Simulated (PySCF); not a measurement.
# AlF3: structure of the singlet

Where does singlet AlF3 go from a trigonal planar start, is the end point a minimum, and what are its modes, charges and moments?

Program: PySCF 2.14.0. Level of theory: B3LYP, basis Al def2-TZVP, F def2-TZVP, no relativity, density fitting. These are calculated values, not measurements.

## 1. Where the work starts

4 atoms, charge 0, spin multiplicity 1.

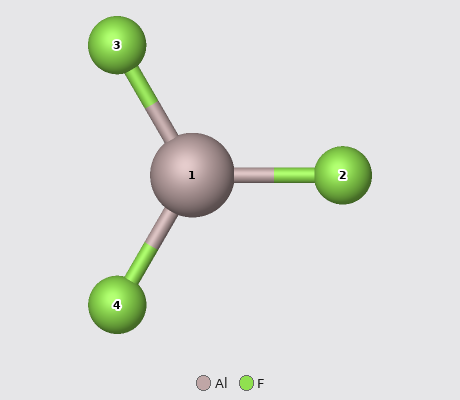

The starting geometry (aluminium light grey, fluorine green); atoms are numbered from 1 in the order of the file.

```xyz
4
charge 0 multiplicity 1
Al    0.0000    0.0000    0.0000
F     1.9000    0.0000    0.0000
F    -0.9500    1.6454    0.0000
F    -0.9500   -1.6454    0.0000
```

## 2. The SCF at the typed geometry

The steps below are one call of a driver around PySCF. For each, scf.py gives the equivalent set-up of the SCF; relaxations use the driver's own optimiser. After this first run the driver tries any further starts and a stability analysis.

The input, scf.py:

```python
from pyscf import gto, scf, dft
mol = gto.M(atom='''
Al     0.000000     0.000000     0.000000
F      1.900000     0.000000     0.000000
F     -0.950000     1.645400     0.000000
F     -0.950000    -1.645400     0.000000''',
    basis={'Al': 'def2-TZVP', 'F': 'def2-TZVP'},
    charge=0, spin=0)
mf = dft.RKS(mol, xc='B3LYP')
mf.grids.atom_grid = (50, 194)
aux = {'Al': 'def2-universal-JKFIT', 'F': 'def2-universal-JKFIT'}
mf = mf.density_fit(auxbasis=aux)
mf.conv_tol = 1e-08
mf.diis_space = 10
mf.max_cycle = 60
mf.init_guess = 'minao'
mf.verbose = 4
mf.kernel()
```

Run with:

```bash
$ OMP_NUM_THREADS=4 python axn.py task.json out
```

Output:

```text
init E= -541.953117551124
  HOMO = -0.499194049351235  LUMO = -0.163368655974026  gap/eV = 9.13827
cycle= 1 E= -542.040657170335  delta_E= -0.0875  |g|= 1.14  |ddm|= 1.87
  HOMO = -0.244510597472517  LUMO = -0.115022247085478  gap/eV = 3.52356
cycle= 2 E= -541.009960132419  delta_E= 1.03  |g|= 2.77  |ddm|= 2.05
  HOMO = -0.408331067951022  LUMO = -0.146014805763166  gap/eV = 7.13799
cycle= 3 E= -542.275365830342  delta_E= -1.27  |g|= 0.0387  |ddm|= 1.43
  HOMO = -0.406439439670106  LUMO = -0.144394253862984  gap/eV = 7.13061
cycle= 4 E= -542.275411317817  delta_E= -4.55e-05  |g|= 0.0256  |ddm|= 0.0275
  HOMO = -0.408009527683353  LUMO = -0.14401376897365  gap/eV = 7.18369
cycle= 5 E= -542.275511340071  delta_E= -0.0001  |g|= 0.00507  |ddm|= 0.0105
  HOMO = -0.408305601445645  LUMO = -0.143713655316631  gap/eV = 7.19991
cycle= 6 E= -542.275515719074  delta_E= -4.38e-06  |g|= 0.000321  |ddm|= 0.00372
  HOMO = -0.408334509411373  LUMO = -0.143752484349633  gap/eV = 7.19964
cycle= 7 E= -542.275515715087  delta_E= 3.99e-09  |g|= 0.000363  |ddm|= 0.000315
  HOMO = -0.408333672778216  LUMO = -0.143752298295311  gap/eV = 7.19963
cycle= 8 E= -542.275515735087  delta_E= -2e-08  |g|= 2.76e-05  |ddm|= 0.000158
  HOMO = -0.408329685306137  LUMO = -0.143747892560285  gap/eV = 7.19964
cycle= 9 E= -542.275515735201  delta_E= -1.14e-10  |g|= 5.63e-06  |ddm|= 1.82e-05
  HOMO = -0.408329408976347  LUMO = -0.143748602037135  gap/eV = 7.19961
Extra cycle  E= -542.275515735197  delta_E= 3.98e-12  |g|= 7.64e-06  |ddm|= 8.49e-06
converged SCF energy = -542.275515735197
```

This step, with its further starts and checks, took 6.5 s on 4 threads of Arm Neoverse V1, shared host.

No lower closed-shell solution turned up in the test of internal stability.

## 3. Relaxation: trigonal planar start, singlet

The program finds D3h symmetry in the start, which this walk keeps. Threshold on the gradient: 0.0003 Eh/bohr, with a further test on the energy change.

scf.py, as its differences from that of step 2:

```diff
@@ -3,4 +3,4 @@
-Al     0.000000     0.000000     0.000000
-F      1.900000     0.000000     0.000000
-F     -0.950000     1.645400     0.000000
-F     -0.950000    -1.645400     0.000000''',
+Al    -0.000000    -0.000000     0.000000
+F      1.899972     0.000000     0.000000
+F     -0.949986     1.645424     0.000000
+F     -0.949986    -1.645424     0.000000''',
@@ -16 +15,0 @@
-mf.init_guess = 'minao'
```

The optimiser's trace:

```csv
step,energy (Eh),change (kJ/mol),largest symmetric gradient (Eh/bohr)
0,-542.275516,0.00,0.08719
1,-542.346288,-185.81,0.04474
2,-542.351509,-199.52,0.04379
3,-542.358102,-216.83,0.00662
4,-542.358298,-217.34,0.00103
5,-542.358302,-217.36,0.00003
```

The walk took 6.8 s.

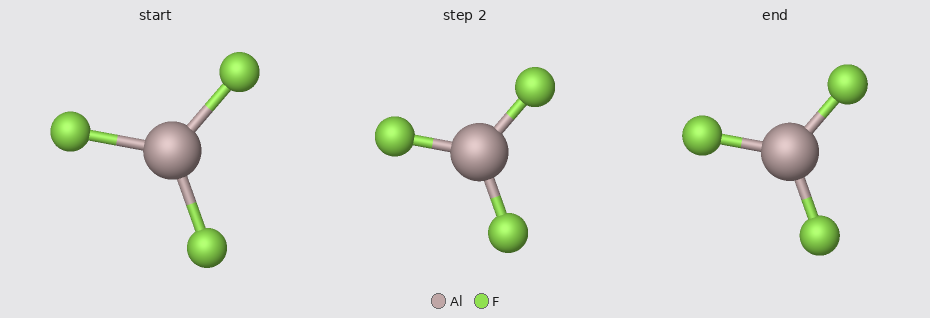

The geometry along the walk, at one scale.

It settles in D3h symmetry, 217.4 kJ/mol below the start, after 5 steps: Al–F 1.634 Å (×3); F–Al–F 120.0° (×3).

## 4. Hessian and properties

The point is checked on the finer grid, and tightened if its gradient asks for it. The Hessian and the dipole derivatives come from central differences of analytic gradients, with steps of 0.02 bohr.

scf.py, as its differences from that of step 3:

```diff
@@ -3,4 +3,4 @@
-Al    -0.000000    -0.000000     0.000000
-F      1.899972     0.000000     0.000000
-F     -0.949986     1.645424     0.000000
-F     -0.949986    -1.645424     0.000000''',
+Al     0.000000    -0.000000     0.000000
+F      1.634445     0.000000     0.000000
+F     -0.817223     1.415471     0.000000
+F     -0.817223    -1.415471     0.000000''',
@@ -10 +10 @@
-mf.grids.atom_grid = (50, 194)
+mf.grids.atom_grid = (75, 302)
@@ -13 +13 @@
-mf.conv_tol = 1e-08
+mf.conv_tol = 1e-10
```

This SCF starts from the last density.

SCF at the final geometry:

```text
init E= -542.358367956184
  HOMO = -0.419413522086844  LUMO = -0.0705759852893386  gap/eV = 9.49235
cycle= 1 E= -542.358367956183  delta_E= 4.55e-13  |g|= 3.39e-06  |ddm|= 1.98e-06
  HOMO = -0.419413551539153  LUMO = -0.0705759783230302  gap/eV = 9.49235
Extra cycle  E= -542.358367956181  delta_E= 2.5e-12  |g|= 5.88e-06  |ddm|= 3.42e-06
converged SCF energy = -542.358367956181
```

The whole step took 17 s.

Geometry: D3h; Al–F 1.634 Å (×3); F–Al–F 120.0° (×3).

Harmonic modes (main isotopes):

| symmetry | ω (cm⁻¹) | IR (km/mol) | μ (u) |
| --- | --- | --- | --- |
| e' | 242 | 67.1 | 19.90 |
| a2'' | 289 | 137 | 23.77 |
| a1' | 689 | 0.0 | 19.00 |
| e' | 951 | 373 | 22.50 |

No imaginary mode, so this is a minimum.

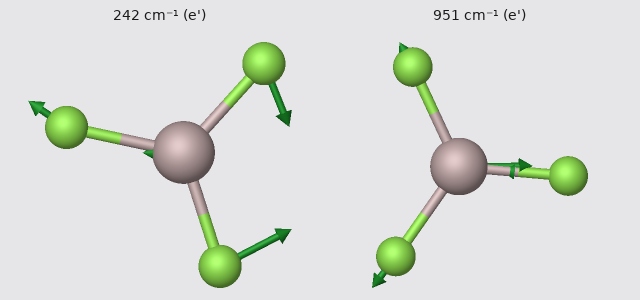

Displacements of 2 of the modes, as arrows (one member where a mode is degenerate).

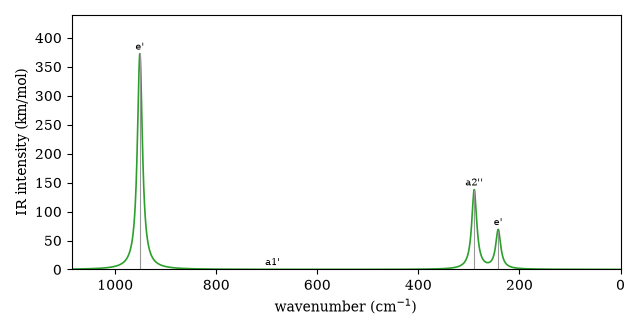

The harmonic infrared spectrum (widths in cm⁻¹). Lines are broadened to a width of 12 cm⁻¹ (Lorentzian).

Constants and moments:

* Dipole moment: 0.00 D
* Highest occupied level: -11.41 eV
* Lowest empty level: -1.92 eV
* Rotational constants: 0.2214, 0.2214, 0.1107 cm⁻¹
* Zero-point energy: 20.1 kJ/mol
* Principal polarisabilities: 16.6, 19.4, 19.4 bohr³
* Atomisation energy without zero-point energy: 1734 kJ/mol
* Principal traceless quadrupole moments about the centre of mass: -4.69, -4.69, 9.39 D Å
* Entropy at 298.15 K and 1 bar: 278.1 J/(mol K)
* Heat capacity Cp at 298.15 K: 62.4 J/(mol K)
* Enthalpy at 298.15 K above 0 K: 14.21 kJ/mol
* Rotational symmetry number: 6

Charges (e) and bond orders:

| atom | Mulliken | Löwdin | polar tensor | Mayer order to Al1 |
| --- | --- | --- | --- | --- |
| Al1 | 0.97 | -0.01 | 1.88 | – |
| F2,3,4 | -0.32 | 0.00 | -0.63 | 1.14 |

Mulliken populations on Al1: s 4.53, p 6.80, d 0.55, f 0.16.

## 5. Results

```
                                 quantity                                      value
                                  minimum                               singlet, D3h
                                 geometry      Al–F 1.634 Å (×3); F–Al–F 120.0° (×3)
                       wavenumbers (cm⁻¹)  242 (e'), 289 (a2''), 689 (a1'), 951 (e')
                            dipole moment                                     0.00 D
     highest occupied, lowest empty level                           -11.41, -1.92 eV
               polar-tensor charge of Al1                                    +1.88 e
                        zero-point energy                                20.1 kJ/mol
                      entropy at 298.15 K                            278.1 J/(mol K)
atomisation energy (no zero-point energy)                                1734 kJ/mol
```

**Reading.** The trigonal planar start keeps its D3h symmetry and ends in a minimum. The strongest infrared band lies at 951 cm⁻¹ (e', stretch). Al1 has a polar-tensor charge of +1.9 e (a dipole derivative, not a static charge), yet symmetry cancels the bond dipoles. Other starts or spin states, not run here, may lie lower.

The search up to here took 30 s.
